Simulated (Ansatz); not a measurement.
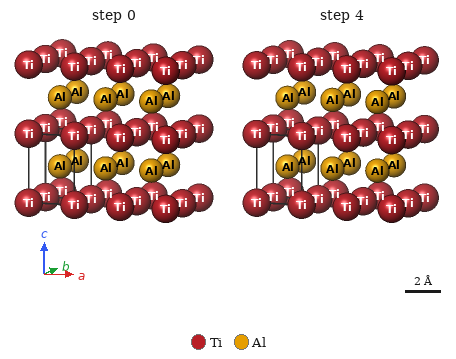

The structure of a crystal of TiAl (set up in P4/mmm) before (left) and after (right) a relaxation, at one scale.

The picture is a spheres-only view of the cell of the calculation, repeated 3 × 2 × 2 with one cell outlined, seen slightly off an axis.

The calculation used Ansatz 0.2.0, DFT PBEsol, scalar-relativistic, plane waves, PAW.

Input
```yaml
crystal:
  lattice:
    - [2.8373, 0.0, 0.0]
    - [0.0, 2.8373, 0.0]
    - [0.0, 0.0, 4.0591]
  atoms:
    - { symbol: Ti, position: [0.0, 0.0, 0.0] }
    - { symbol: Al, position: [0.5, 0.5, 0.5] }
basis:
  ecutwfc: 420
kpoints:
  mp_grid: { grid: [14, 14, 10] }
hamiltonian:
  xc: pbesol
scf:
  occupations: { method: gaussian, width: 0.1 }
output:
  forces: true
  stress: true
  eigenvalues: true
  write_density: true
  write_potential: true
  elf: true
  volumetric_format: npy
relax:
  adjacent_minimum: "off"
  f_tol: 0.005
  max_steps: 80
  cell: { stress_tol: 0.05 }
```

Run as
```bash
ansatz run input.yaml --threads 1 --pin off --max-ram 2560MiB --backend cpu --events-out ev --progress --plain --runs-dir out
```

What changed between the two?

The energy falls by 7.5 meV per atom in 3 accepted moves (4 points after the start). All forces vanish by symmetry, so only the cell relaxes. The pressure goes from −3.96 to −0.02 GPa. At 1 point the geometry stayed and the basis and grid were re-selected for the new cell (energy shift of 0.1 meV per atom at most each time). No atom moves by more than 0.005 Å relative to the cell. Cell: a = b 2.837 → 2.795 Å (−1.5 %), c 4.059 → 4.039 Å (−0.5 %). Volume −3.4 %. Near-neighbour distances that change, for instance: Ti1–Ti1 2.837 → 2.795 Å, Al2–Al2 2.837 → 2.795 Å, Ti1–Al2 2.854 → 2.826 Å. The space group stays P4/mmm (No. 123). Cost: 13 s on 1 thread of Intel(R) Xeon(R) 6975P-C (Granite Rapids), on a shared host, peak memory 0.45 GiB.
